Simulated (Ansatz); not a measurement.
## Electronic structure of CH₆N₂O₂Si in real space

```xyz
12

N    -1.1589   -1.3720    0.1360
Si    0.1322   -0.9248    1.6271
N     1.1108    0.1584    0.4568
C     0.6553    0.9576   -0.5344
O    -0.5152    0.9876   -0.9600
O     1.6143    1.7476   -1.0936
H    -0.8785   -2.1691   -0.4508
H    -2.1059   -1.5551    0.4936
H    -0.8928    0.1646    2.0314
H     2.1249    0.2003    0.5871
H    -1.1648   -0.4781   -0.4462
H     1.1557    2.2278   -1.8132
```

Level of theory: RKS PBE-D4/def2-SVP in Ansatz.

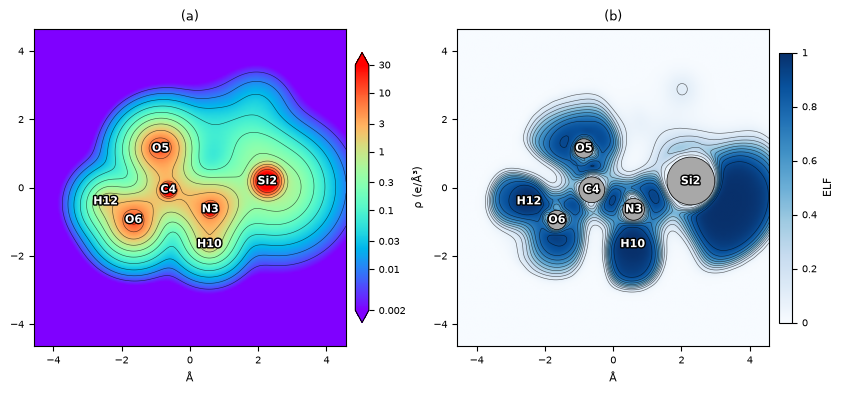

Figure 1. (a) electron density; (b) electron localisation function on the plane of atoms Si2, N3 and C4. Grey discs cover the atomic cores in the ELF map.

> Interpret the plot.

The plane passes through Si, N, C, O and H nuclei.
C–O (1.25 Å): ρ is about 3 e/Å³ halfway; the ELF peaks at about 0.85 between the atoms; a shared but strongly polarised pair.
C–N (1.35 Å): ρ at the midpoint is about 2.4 e/Å³; the ELF peaks at about 0.90 between the atoms, as expected for localised, covalent bonding.
Si–N (1.87 Å): the density is about 0.8 e/Å³ at the midpoint; the ELF peaks at about 0.90 between the atoms, as expected for a shared but strongly polarised pair.
O–H (0.98 Å): ρ at the midpoint is about 3.6 e/Å³; the ELF climbs to about 1 towards the hydrogen, as it does in any bond to H (an ordinary covalent bond to hydrogen).
C–O (1.36 Å): the density is about 2.3 e/Å³ at the midpoint, with its minimum of 2 e/Å³ about 0.5 Å from C; the ELF peaks at about 0.90 between the atoms: a shared but strongly polarised pair.
The ELF also peaks beside O6, Si2 and O5, away from the bonds: lone-pair regions.

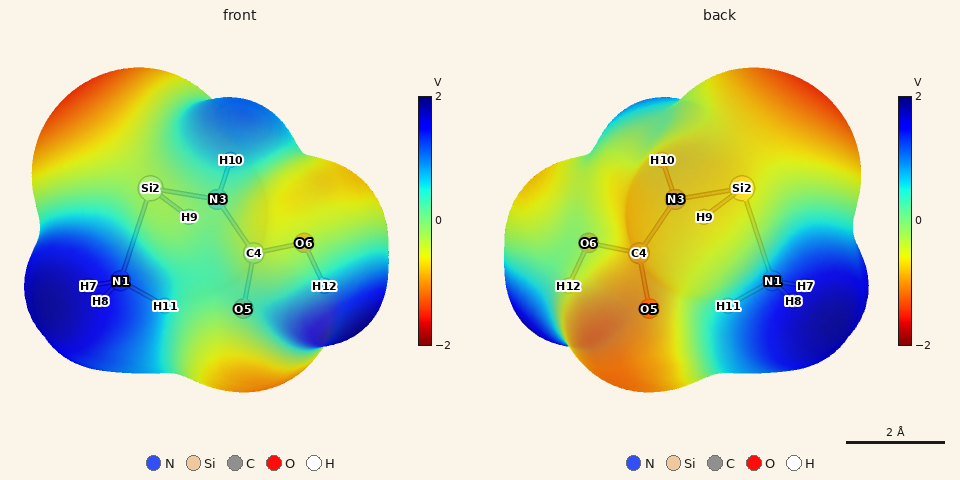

Figure 2. The molecular electrostatic potential painted on the density surface at 0.001 e/bohr³, seen from the front and from behind; red is negative and blue positive.

> Which sites attract a positive test charge, and which a negative one?

A positive charge is drawn to the negative regions and a negative charge to the positive ones. The most negative region (about −1.4 V) lies over H9, the most positive (about +1.9 V) over H7, H8 and H12.

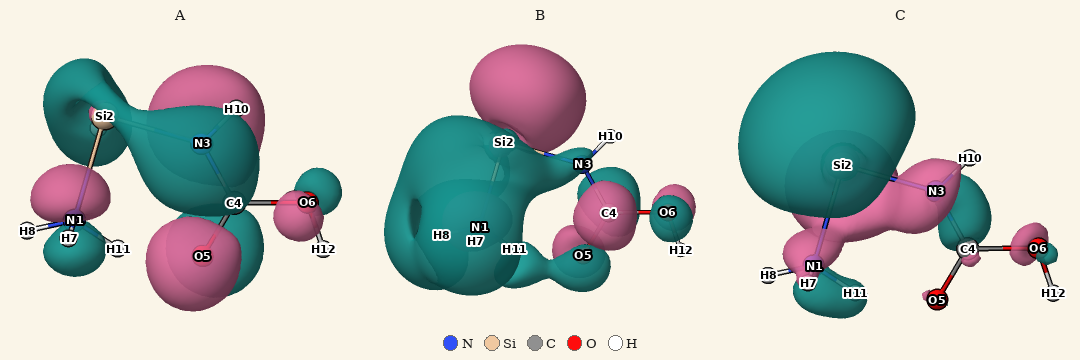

Figure 3. Three frontier orbitals at ±0.08 Å⁻³ᐟ² (teal and pink are the two phases), in no order.

> Order the three orbitals by energy and name them.

A is the HOMO−1 (−6.15 eV). It lies mainly on N3 (about 45 %), O5 (about 25 %) and C4 (about 5 %). C is the HOMO (−4.41 eV). Its weight (Hirshfeld) is mainly on Si2 (about 75 %) and H9 (about 10 %). B is the LUMO (−0.67 eV). It lies mainly on Si2 (about 40 %), N1 (about 10 %), C4 (about 10 %), H8 (about 10 %) and H7 (about 10 %).

> What is the HOMO–LUMO gap?

3.74 eV between the orbital energies.
